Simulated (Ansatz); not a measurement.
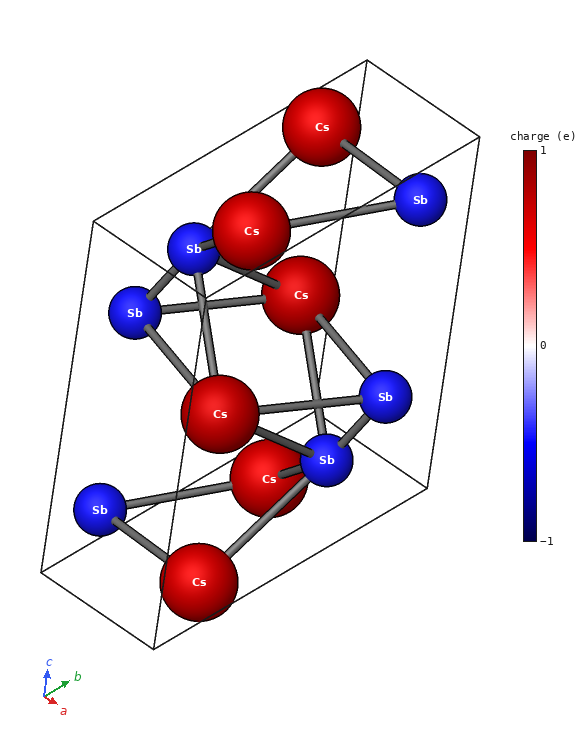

Ball-and-stick representation of a periodic structure, projected slightly off an axis. The box is the simulation cell; atoms on or close to its faces, edges and corners are drawn wherever they repeat. The atoms of this Cs$_{2}$Sb$_{3}$ cell are coloured by their Bader charge.

Theory: DFT, PAW plane waves, PBE in Ansatz. Numerical settings: E_cut = 420 eV, 5×5×5 k-mesh, Fermi-Dirac smearing of 0.1 eV, no spin polarisation. The pressure of the cell is 19 GPa.

Summarise the charge transfer.

Most positive: Cs; most negative: Sb. Charges: about Cs +0.6 to +0.7 e; Sb -0.4 e.

Where the cell comes from: a generated cell, made by putting these elements into a known structure type (the compound may or may not exist in this form). No relaxation was applied. It went into a calculation with Ansatz.

At this level of theory the cell isn't at rest (compressed, at 19 GPa and forces up to 8.5 eV/Å), so its distances can differ from those at equilibrium, the more so the softer the solid.
